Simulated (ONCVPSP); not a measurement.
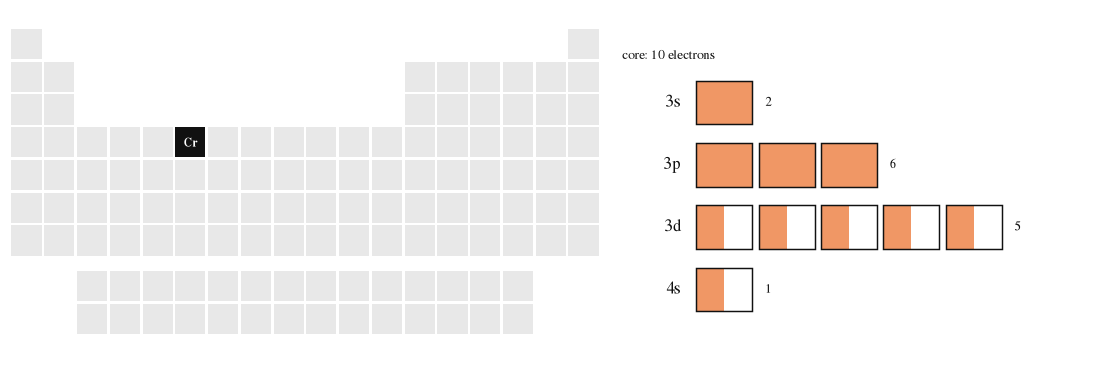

**Figure 1.** Left, the place of chromium in the periodic table; right, the valence shells of the reference configuration: a box for each of the 2l + 1 orbitals, shaded by the share of the shell that is filled, with the electron count at the right.

# Pseudopotential generation for Cr

- system: chromium (Cr, Z = 24), core [Ne], reference valence 3s2 3p6 3d5 4s1, valence charge 14.
- method: ONCV potential, PBE, scalar-relativistic, made with ONCVPSP 4.0.1

**The input**
```
# ATOM AND REFERENCE CONFIGURATION
# atsym  z   nc   nv     iexc    psfile
  Cr 24.00    3    4        4      upf
#
#   n    l    f
    1    0    2.00
    2    0    2.00
    2    1    6.00
    3    0    2.00
    3    1    6.00
    3    2    5.00
    4    0    1.00
#
# PSEUDOPOTENTIAL AND OPTIMIZATION
# lmax
    2
#
#   l,   rc,      ep,       ncon, nbas, qcut
    0    1.55    0.00    4    7    6.10
    1    1.36    0.00    4    9   12.80
    2    2.20    0.00    3    7    7.40
#
# LOCAL POTENTIAL
# lloc, lpopt,  rc(5),   dvloc0
    4    3    1.00    0.00
#
# VANDERBILT-KLEINMAN-BYLANDER PROJECTORs
# l, nproj, debl
    0    2    0.50
    1    1    1.80
    2    2    1.70
#
# MODEL CORE CHARGE
# icmod, fcfact, rcfact
    3    5.50    1.70
#
# LOG DERIVATIVE ANALYSIS
# epsh1, epsh2, depsh
   -4.00    5.00    0.02
#
# OUTPUT GRID
# rlmax, drl
    6.00    0.01
#
# TEST CONFIGURATIONS
# ncnf
    4
# nvcnf
#   n    l    f
    4
    3    0    2.00
    3    1    6.00
    3    2    5.00
    4    0    0.00
#
    4
    3    0    2.00
    3    1    6.00
    3    2    4.00
    4    0    0.00
#
    4
    3    0    2.00
    3    1    6.00
    3    2    3.00
    4    0    0.00
#
    5
    3    0    2.00
    3    1    6.00
    3    2    5.00
    4    0    0.00
    4    1    1.00
#
```

Hardware: 1 CPU thread, shared host.

Launched with:
```bash
oncvpsp.x < Cr.dat > Cr.out
```

**The program's output (extracts)**
```
ONCVPSP  (Optimized Norm-Conservinng Vanderbilt PSeudopotential)
scalar-relativistic version 4.0.1

#   n    l    f        energy (Ha)
    1    0    2.00    -2.1612152E+02
    2    0    2.00    -2.4517176E+01
    2    1    6.00    -2.0605301E+01
    3    0    2.00    -2.7191384E+00
    3    1    6.00    -1.6700090E+00
    3    2    5.00    -1.0706025E-01
    4    0    1.00    -1.4726729E-01

Reference configufation results
  iterations    45
  all-electron total energy (Ha)   -1.05052795D+03

Begin loop to  construct optimized pseudo wave functions
and semi-local pseudopoentials for all angular momenta

Calculating optimized projector #   1

 for l=   0

    Fraction of norm inside rc  0.954930
    Optimizing pswf for qcut=   6.10 a_B^-1,  ecut=  18.62 Ha
    Residual kinetic energy error=  1.02D-04 Ha

    Energy error per electron        Cutoff
         Ha          eV             Ha
         0.01000     0.27211        7.07
         0.00100     0.02721        9.51
         0.00010     0.00272       19.30
         0.00001     0.00027       50.54

Calculating optimized projector #   2

 for l=   0

    Fraction of norm inside rc  0.040999
    Optimizing pswf for qcut=   6.10 a_B^-1,  ecut=  18.62 Ha
    Residual kinetic energy error=  9.28D-05 Ha

    Energy error per electron        Cutoff
         Ha          eV             Ha
         0.01000     0.27211        5.07
         0.00100     0.02721        7.77
         0.00010     0.00272       18.51
         0.00001     0.00027       55.55

Calculating optimized projector #   1

 for l=   1

    Fraction of norm inside rc  0.851978
    Optimizing pswf for qcut=  12.79 a_B^-1,  ecut=  81.77 Ha
    Residual kinetic energy error=  2.25D-09 Ha

    Energy error per electron        Cutoff
         Ha          eV             Ha
         0.01000     0.27211       20.40
         0.00100     0.02721       26.40
         0.00010     0.00272       31.30
         0.00001     0.00027       36.08

   Wellstate for l =  2  n =  5
     eigenvalue =   1.5929
     asymptotic potential =   2.0929
     half-point radius =  4.1870

Calculating optimized projector #   1

 for l=   2

    Fraction of norm inside rc  0.815437
    Optimizing pswf for qcut=   7.39 a_B^-1,  ecut=  27.32 Ha
    Residual kinetic energy error=  4.71D-06 Ha

    Energy error per electron        Cutoff
         Ha          eV             Ha
         0.01000     0.27211       16.83
         0.00100     0.02721       20.23
         0.00010     0.00272       22.92
         0.00001     0.00027       26.53

Calculating optimized projector #   2

 for l=   2

    Fraction of norm inside rc  0.233674
    Optimizing pswf for qcut=   7.39 a_B^-1,  ecut=  27.32 Ha
    Residual kinetic energy error=  1.00D-05 Ha

    Energy error per electron        Cutoff
         Ha          eV             Ha
         0.01000     0.27211       18.46
         0.00100     0.02721       22.02
         0.00010     0.00272       25.03
         0.00001     0.00027       27.82

Construct Vanderbilt / Kleinmman-Bylander projectors

B matrix Hermiticity error, ll=   0
   1   2    1.8063E-04

  Orthonormal projector coefficients  7.1708E+00  1.6739E+00

B matrix Hermiticity error, ll=   2
   1   2   -9.7161E-05

  Orthonormal projector coefficients -2.5751E+00 -1.6071E+00

Model core correction analysis
  based on d2Exc/dn_idn_j

d2excae - all-electron derivatives

   -4.180235D-02   -3.826241D-02   -2.366861D-02   -1.802919D-03
   -3.826274D-02   -3.623130D-02   -2.358604D-02   -2.225101D-03
   -2.366913D-02   -2.358634D-02   -2.132439D-02   -1.001994D-02
   -1.802591D-03   -2.224368D-03   -1.001582D-02   -3.307254D-02

d2excps - pseudofunction derivatives with no core correction

   -5.279105D-02   -4.113195D-02   -1.967281D-02   -2.653346D-03
   -4.113278D-02   -3.908475D-02   -2.207383D-02   -2.423329D-03
   -1.967274D-02   -2.207386D-02   -2.364179D-02   -9.656081D-03
   -2.653958D-03   -2.422674D-03   -9.652017D-03   -3.293663D-02

rms 2nd derivative error    3.437451E-03

rmatch, rhocmatch    0.4766   23.9472

Teter function model core charge with specified parameters

d2excps - pseudofunction derivatives with core correction

   -3.393538D-02   -3.198472D-02   -1.854030D-02   -1.561331D-03
   -3.198462D-02   -3.256618D-02   -2.126774D-02   -1.924498D-03
   -1.854019D-02   -2.126769D-02   -2.380415D-02   -9.579896D-03
   -1.560993D-03   -1.923793D-03   -9.575835D-03   -3.287320D-02

rms 2nd derivative error    3.744801E-03

Pseudoatom total energy  -84.813222

Diagnostic tests using Vanderbilt-Kleinman-Bylander pseudopotentials
  1 or more projectors used as specified by nproj input data

   l    rcore       rmatch      e in        delta e   norm test  slope test

   0   1.5580113   1.6053159  -2.7191384   0.0000026   1.0001470   1.0001347
   0   1.5580113   1.6053159  -0.1472673   0.0000023   1.0000284   1.0000229

   1   1.3658878   1.4073591  -1.6700090  -0.0000074   0.9999939   1.0000067

   2   2.2042126   2.2711372  -0.1070602  -0.0000052   1.0000371   1.0000223
   2   2.2042126   2.2711372   1.5929398  -0.0000559   1.0000784   1.0000784

 Testing for bound ghosts
   n   l    E NL Schr. Eq   E Basis Diag.   E Cutoff

   1   0       -2.719136       -2.719134     78.36
   2   0       -0.147265       -0.048119     78.36

   2   1       -1.670016       -1.669931    162.57

   3   2       -0.107065       -0.105804     53.17

 Testing for highly-localized positive-energy ghosts
       l    <radius>/rc     E Basis Diag.   E Cutoff

Test configuration 0

   n   l     f        eae           eps        diff
   1   0  2.0000 -216.12151506
   2   0  2.0000  -24.51717551
   2   1  6.0000  -20.60530078
   3   0  2.0000   -2.71913842   -2.71913579    2.63D-06
   3   1  6.0000   -1.67000899   -1.67001634   -7.35D-06
   3   2  5.0000   -0.10706025   -0.10706540   -5.15D-06
   4   0  1.0000   -0.14726729   -0.14726497    2.32D-06

    Total energies and differences
      AE_ref= -1.05052795D+03  AE_tst= -1.05052795D+03  dif=  0.00D+00
      PS_ref= -8.48132225D+01  PS_tst= -8.48132225D+01  dif=  4.12D-13
      PSP excitation error= -4.12D-13

Test configuration 1

   n   l     f        eae           eps        diff
   1   0  2.0000 -216.38041077
   2   0  2.0000  -24.76630002
   2   1  6.0000  -20.85527375
   3   0  2.0000   -2.97610283   -2.97817837   -2.08D-03
   3   1  6.0000   -1.92842173   -1.92925860   -8.37D-04
   3   2  5.0000   -0.36288425   -0.36425410   -1.37D-03

    Total energies and differences
      AE_ref= -1.05052795D+03  AE_tst= -1.05027432D+03  dif=  2.54D-01
      PS_ref= -8.48132225D+01  PS_tst= -8.45599221D+01  dif=  2.53D-01
      PSP excitation error=  3.31D-04

Test configuration 2

   n   l     f        eae           eps        diff
   1   0  2.0000 -216.90515256
   2   0  2.0000  -25.30647823
   2   1  6.0000  -21.39391800
   3   0  2.0000   -3.49658088   -3.49362355    2.96D-03
   3   1  6.0000   -2.44236908   -2.43983809    2.53D-03
   3   2  4.0000   -0.83993251   -0.83498461    4.95D-03

    Total energies and differences
      AE_ref= -1.05052795D+03  AE_tst= -1.04968441D+03  dif=  8.44D-01
      PS_ref= -8.48132225D+01  PS_tst= -8.39704718D+01  dif=  8.43D-01
      PSP excitation error=  7.95D-04

Test configuration 3

psatom: WARNING lschvkbb convergence error n,l,iter=   3   2   3
ea(ii),et,emin,emax -1.070654E-01 -1.177719E-01 -1.177719E-01 -1.177719E-01
run_config: WARNING for fully non-local PS atom, stg. 1
 WARNING no output for configuration 4

Test configuration 4

   n   l     f        eae           eps        diff
   1   0  2.0000 -216.17309092
   2   0  2.0000  -24.56402754
   2   1  6.0000  -20.65250086
   3   0  2.0000   -2.77042845   -2.77126442   -8.36D-04
   3   1  6.0000   -1.72191785   -1.72200856   -9.07D-05
   3   2  5.0000   -0.15695857   -0.15730103   -3.42D-04
   4   1  1.0000   -0.06346451   -0.06343790    2.66D-05

    Total energies and differences
      AE_ref= -1.05052795D+03  AE_tst= -1.05041323D+03  dif=  1.15D-01
      PS_ref= -8.48132225D+01  PS_tst= -8.46988157D+01  dif=  1.14D-01
      PSP excitation error=  3.12D-04
```

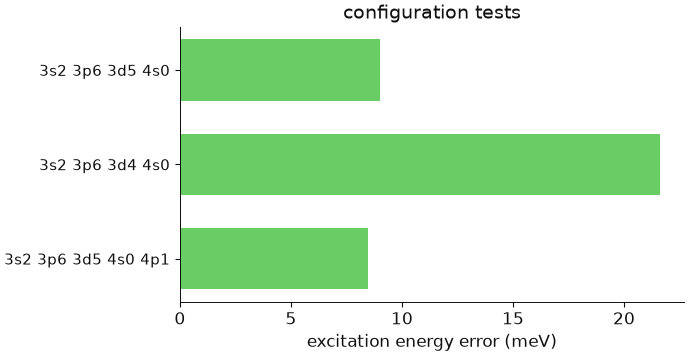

**Figure 2.** Errors, all-electron minus pseudo, of the energies of valence configurations relative to the unpolarised reference 3s2 3p6 3d5 4s1. Not all tests gave a result: 1 of 4 tests not solved.

- Worst configuration: 3s2 3p6 3d4 4s0 (charge +2): the error is +22 meV on an all-electron energy of +22.95 eV relative to the reference, or 0.094 %.
- Configurations within 10 meV and within 50 meV: 2 and 3 of 3.

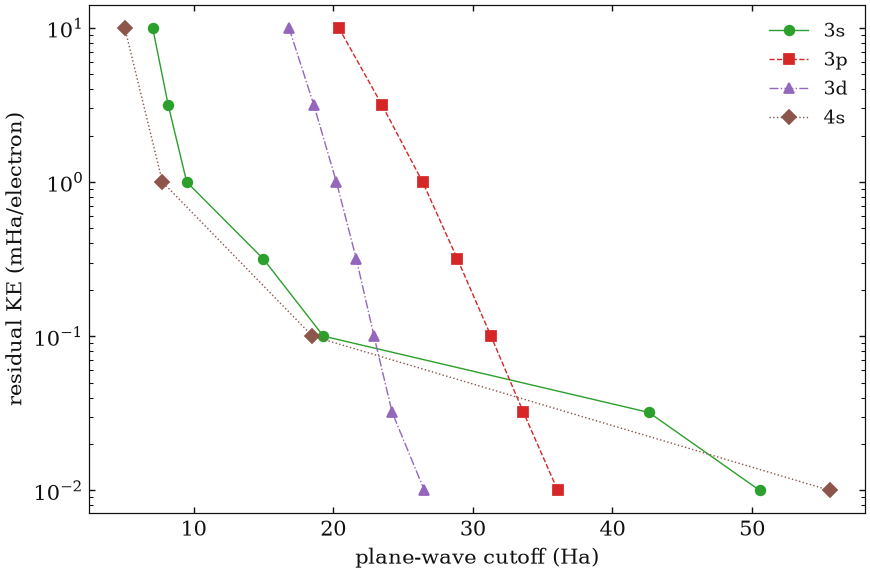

**Figure 3.** Residual kinetic energy of the pseudo-waves (the first of each channel, and further valence shells) beyond the plane-wave cutoff, as the generator prints it.

- Hardest wave at 1 mHa per electron: 3p, with rc = 1.36 bohr and qcut = 12.8 1/bohr. The optimisation minimises, but can't always remove, the kinetic energy above qcut²/2 = 81.9 Ha, and a larger rc would as a rule soften the wave at some cost in transferability.
- Cutoffs for 1 mHa per electron: 3p: 26 Ha; 3d: 20 Ha; 3s: 9.5 Ha; 4s: 7.8 Ha.
- Cutoffs for the occupied states: 26 Ha for 1 mHa and 31 Ha for 0.1 mHa per electron. The first is set by 3p.

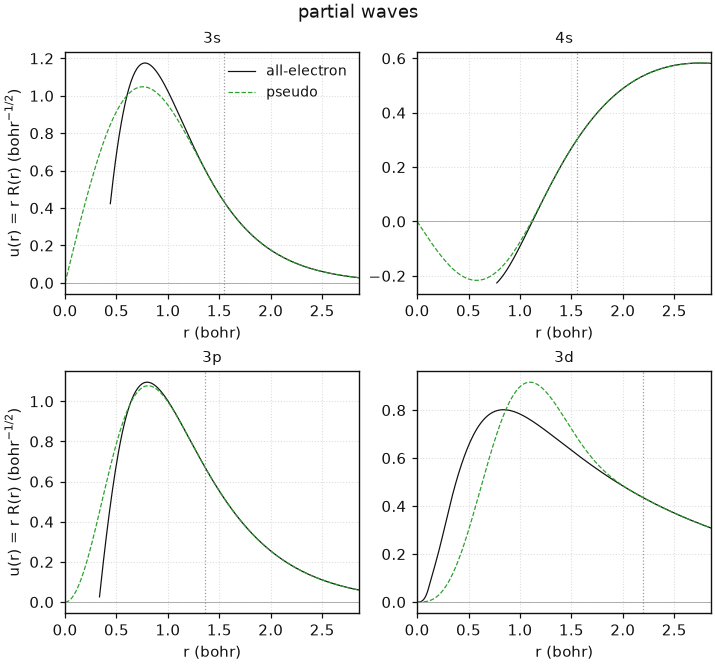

**Figure 4.** All-electron valence functions (solid) with their pseudo partners (dashed). Dotted lines mark the matching radii. The innermost oscillations of some all-electron curves aren't drawn. Pseudo-waves: 3s has no node; 4s has a node at about 1.1 bohr; 3p has no node; 3d has no node. A node in 4s is expected, since a lower shell of the same l is also in the valence and the two must stay orthogonal.

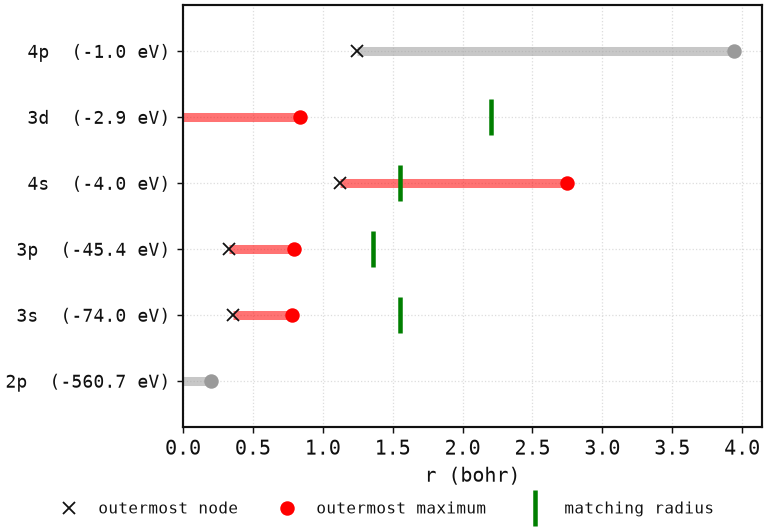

**Figure 5.** Outer shells of the all-electron reference atom: each bar runs from the outermost node (or the nucleus) to the outermost maximum of u(r); the tick is the radius chosen for the pseudo-wave. Shells without a tick have no pseudo-wave of their own. Levels, nodes and maxima are from ld1.x, scalar-relativistic.

- Radii against the shells: 3s: 1.55 bohr, outside the maximum; 3p: 1.36 bohr, outside the maximum; 4s: 1.55 bohr, between node and maximum; 3d: 2.20 bohr, outside the maximum.

**Key numbers**

- outcome: generated
- cutoffs needed: 26 Ha and 31 Ha (the cutoffs at which the residual kinetic energy of the hardest occupied pseudo-wave falls to 1 and 0.1 mHa per electron)
- ghost test: no bound ghost flagged; no localised positive-energy state flagged
- configuration tests: 1 of 4 tests not solved
- rms error of d²Exc/dni dnj: 3.44 mHa without and 3.74 mHa with the model core
- largest excitation error among the tests solved: +22 meV (all-electron minus pseudo) for 3s2 3p6 3d4 4s0
- range over which the phases arctan(r R′/R) at the test radius agree within 0.05 rad (a looser test near the poles than one of phase shifts): s: over the whole range computed; p: up to about 2.3 Ha; d: up to about 4.6 Ha; f: not judged, local potential alone
- wall time: 7.1 s

**Remarks**

Warnings of the program, in the generation or the tests: psatom: WARNING lschvkbb convergence error n,l,iter= 3 2 3.
